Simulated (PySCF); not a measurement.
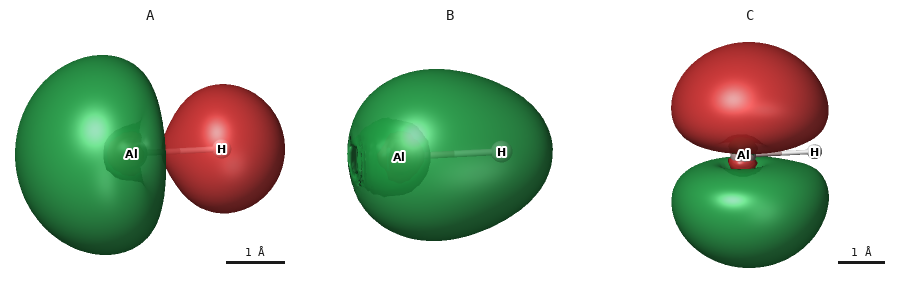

Figure 1: AlH (charge +1, doublet). Three frontier β-spin orbitals, each drawn at the value that holds 80 % of its norm (green and red are the two phases), in no order; of a degenerate pair one member is drawn.

Level of theory: PySCF, PBE0/def2-TZVPPD, non-relativistic Hamiltonian with scalar-relativistic core potentials where named, at a bond length of 1.623 Å.

### Name the orbitals and rank them from lowest to highest energy.

Orbital B: σ, occupied in this spin, −17.20 eV; shared between the atoms (Al 65 %, H 35 %).
Orbital A: σ, empty in this spin, −10.38 eV; mainly on Al (80 %).
Orbital C: π, empty in this spin, −7.91 eV; mainly on Al (95 %).
